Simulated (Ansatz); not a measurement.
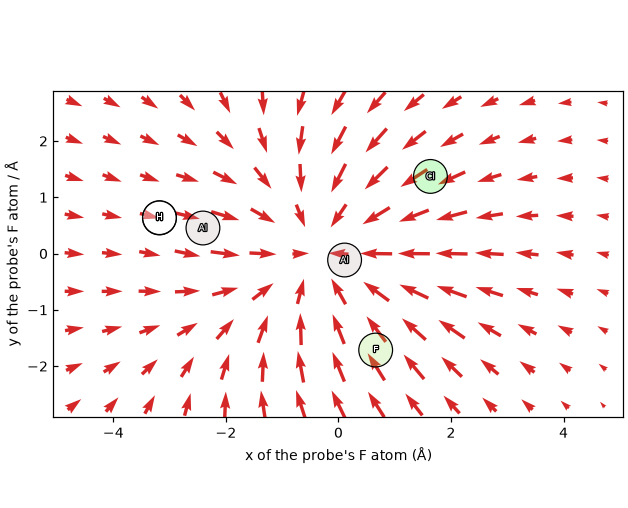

Al₂ClFH₂ (SMILES [F][Al]([AlH2])[Cl]) with the probe F-. The probe is moved over a plane parallel to the molecule's main plane, 3.67 Å above it. First axis: x of the probe's F atom. Second axis: y of the probe's F atom. Nothing is relaxed (molecule and probe rigid). The grid has 15 × 9 points. Theory: Ansatz 0.2.0, RHF-MP2, frozen core/def2-SVPD.

The picture shows arrows along the force (downhill), their lengths compressed, labelled circles for the molecule's atoms, projected on the plane.

The arrows alone are given. Where is the energy lowest?

Answer. The arrows converge at about x of the probe's F atom = −0.38 Å, y of the probe's F atom = 0.00 Å (read from the interpolated surface).

The energy map of the same scan:

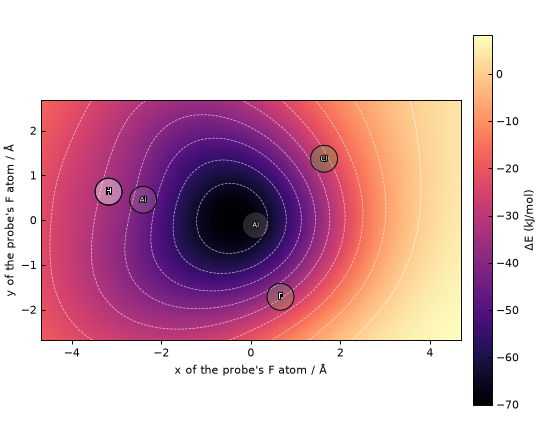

Energies are in kJ/mol, from molecule and probe far apart, each relaxed in its own basis (no counterpoise correction); between grid points the surface is interpolated.
